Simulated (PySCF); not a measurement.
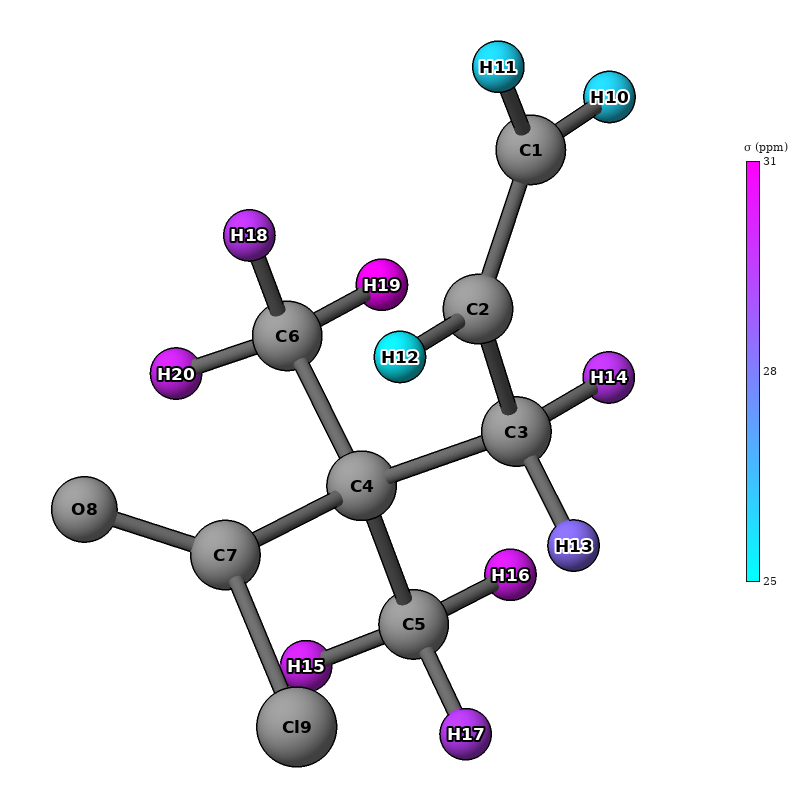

Atoms are coloured by their isotropic NMR shieldings (H only, the others grey). Computed geometry: PBE0-D3(BJ)/def2-SVP optimisation. No frequency run is at hand to confirm it as a minimum. Properties computed with GIAO PBE0/pcSseg-1 NMR shielding, non-relativistic, gas phase (PySCF 2.14.0).

**Which H atom is the most shielded (lowest chemical shift)?**

H19 (30.87 ppm).

**Which H atom is the least shielded (highest chemical shift)?**

H12 (25.35 ppm).

**How wide is the range of H shifts?**

5.52 ppm.

Give the isotropic NMR shieldings of the H atoms atom by atom.

```
atom  σ (ppm)
 H10    25.86
 H11    25.79
 H12    25.35
 H13    28.31
 H14    29.66
 H15    30.10
 H16    30.29
 H17    29.51
 H18    29.66
 H19    30.87
 H20    30.08
```
